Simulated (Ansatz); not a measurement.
**SnS (SMILES [S][Sn]): HSE06/def2-TZVP (core potential)**

Aim: the vertical singlet–triplet gap of SnS at HSE06/def2-TZVP (core potential), from 2 runs. 

The calculation is run with Ansatz 0.2.0.

37 further runs of the same task are left out: 1 that didn't finish, 36 set aside as unsound or not needed.

## Step 1: The structure to begin with

SnS has 2 atoms, charge 0, and is taken as a singlet. SMILES: `[S][Sn]`. The bond length is the measured one.

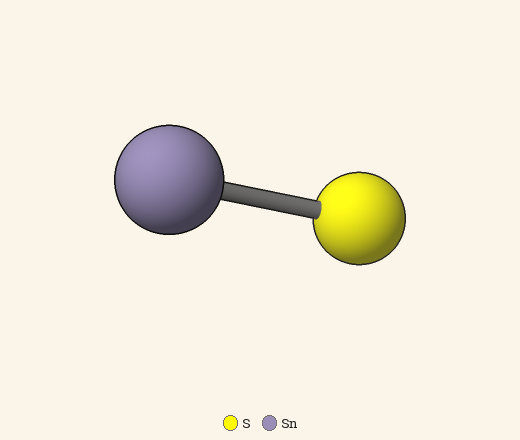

The structure, seen from a chosen angle (sulfur yellow, tin purple).

## Step 2: The energy at HSE06/def2-TZVP (core potential)

Contents of job.yaml:

```yaml
crystal:
  periodic: [false, false, false]
  atoms:
    - {symbol: S, position_ang: [0.000000, 0.000000, 0.000000]}
    - {symbol: Sn, position_ang: [0.000000, 0.000000, 2.209026]}
basis:
  gaussian:
    orbitals: def2-TZVP
output: {orbitals: {seedname: orbitals}}
accuracy: high
hamiltonian:
  xc: {name: HSE06}
```

Run with:

```console
$ ansatz run job.yaml --threads 1 --pin off --max-ram 3480MiB --events-out events.jsonl --progress --plain --runs-dir runs
```

Log:

```text
Warning: RAYON_NUM_THREADS=1 ignored (pool sized by the plan → 1); use --threads N
Functional definition: HSE06
  name "HSE06"
  parameter a = 0.25
  parameter omega = 0.11/bohr
  exchange = pbe_x - a*pbe_x_sr(omega) + a*exact_x_sr(omega)
  correlation = pbe_c
1408 factors; integrals over basis functions are off by at most 3.1e-9 eV
91 factors; integrals over basis functions are off by at most 1.5e-9 eV
mean field evaluation 1: about -16661.0984 eV, gradient 3.1e1 eV
mean field evaluation 2: about -16612.7943 eV, gradient 1.1e2 eV
mean field evaluation 4: about -16664.3481 eV, gradient 4.4e0 eV
mean field evaluation 8: about -16664.4475 eV, gradient 3.0e-1 eV
mean field evaluation 16: about -16664.4478 eV, gradient 8.4e-6 eV
mean field -16664.44782049 eV, -612.4071618347 hartree, gradient 1.9e-8 eV, S^2 0.000000; 0 other end points of the search recorded, 0 dependent functions left out
reference -16664.44782303 eV, -612.4071619281 hartree; 19, 19 occupied and 68, 68 virtual orbitals, 1408 factors
Total energy: -16664.44782303 eV, -612.4071619281 hartree
```

Run time: 5.4 s. Hardware: 1 thread of Arm Neoverse V2, shared host; peak memory 0.22 GiB.

## Step 3: The triplet

Contents of run.yaml:

```yaml
basis:
  gaussian:
    orbitals: def2-TZVP
crystal:
  periodic: [false, false, false]
  atoms:
    - {symbol: S, position_ang: [0.000000, 0.000000, 0.000000]}
    - {symbol: Sn, position_ang: [0.000000, 0.000000, 2.209026]}
accuracy: high
magnetization:
  spin_polarized: true
  initial_magnetization: 2
hamiltonian:
  xc: {name: HSE06}
output: {orbitals: {seedname: orbitals}}
```

Run with:

```console
$ ansatz run run.yaml --threads 1 --pin off --max-ram 3480MiB --events-out events.jsonl --progress --plain --runs-dir runs
```

Log, shortened:

```text
Warning: RAYON_NUM_THREADS=1 ignored (pool sized by the plan → 1); use --threads N
[... 2 set-up lines as earlier in the session ...]
[...]
1408 factors; integrals over basis functions are off by at most 3.1e-9 eV
91 factors; integrals over basis functions are off by at most 1.5e-9 eV
[...]
mean field -16661.80460510 eV, -612.3100254606 hartree, gradient 3.9e-9 eV, S^2 2.009366; 9 other end points of the search recorded, 0 dependent functions left out
reference -16661.80460787 eV, -612.3100255624 hartree; 20, 18 occupied and 67, 69 virtual orbitals, 1408 factors
Total energy: -16661.80460787 eV, -612.3100255624 hartree
```

Wall time 33 s (1 thread of Arm Neoverse V2, shared host); peak memory 0.32 GiB.

## Step 4: Summary of results

At HSE06/def2-TZVP (core potential):

| quantity | value |
| --- | --- |
| singlet: total energy | -612.40716 Eh |
| singlet: HOMO energy | -6.93 eV |
| singlet: LUMO energy | -2.85 eV |
| singlet: HOMO–LUMO gap | 4.07 eV |
| triplet: total energy | -612.31003 Eh |
| triplet: HOMO energy (highest over α and β) | -4.20 eV |
| triplet: ⟨S²⟩ | 2.009 |
| vertical energy of the triplet above the singlet | 2.643 eV |

At this shape the triplet lies 2.64 eV (61 kcal/mol) above the singlet.
